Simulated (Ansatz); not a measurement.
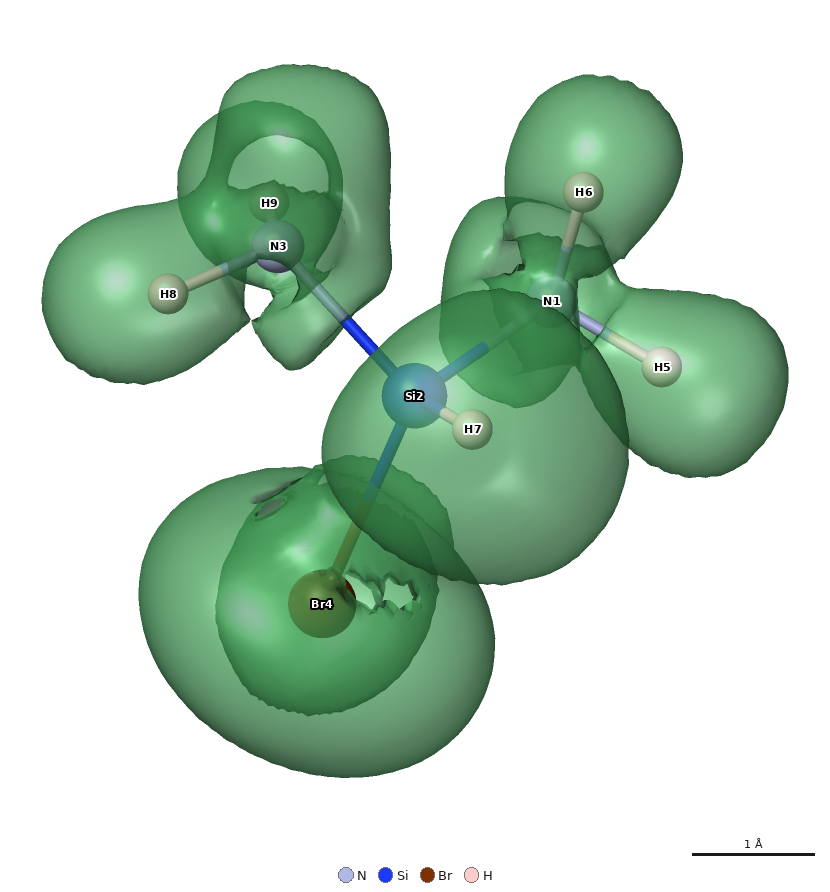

The picture shows: BrH5N2Si. Isosurface of the ELF at 0.75 (green), seen across its widest extent. Only the valence region is drawn (cores and ρ < 0.01 e/Å³ removed).

All numbers below come from SCF hf, Gaussian basis (Ansatz).

```xyz
9

N    -0.6471    1.0670   -0.3398
Si    0.3724   -0.1804   -0.3951
N     0.1676   -0.6330    1.1969
Br   -0.3294   -1.7436   -1.6823
H    -0.6220    1.6289   -1.2359
H    -0.3830    1.7544    0.3834
H     1.7681    0.2806   -0.6842
H     0.5585   -1.5763    1.3071
H    -0.7965   -0.6439    1.4327
```

> What do the ELF domains correspond to?

The ELF exceeds this value in one region around a hydrogen nucleus, one region on Br in which the atom's valence shell and bonds are merged and two joined regions spread over several atoms (H, N), in which their bonds and any lone pairs are merged. Along the contacts the grid gives the following. Si–N (1.61 Å): the ELF peaks at about 0.95 between the atoms, as expected for a polar covalent bond. Si–Br (2.14 Å): the ELF peaks at about 0.90 between the atoms: a shared but strongly polarised pair.
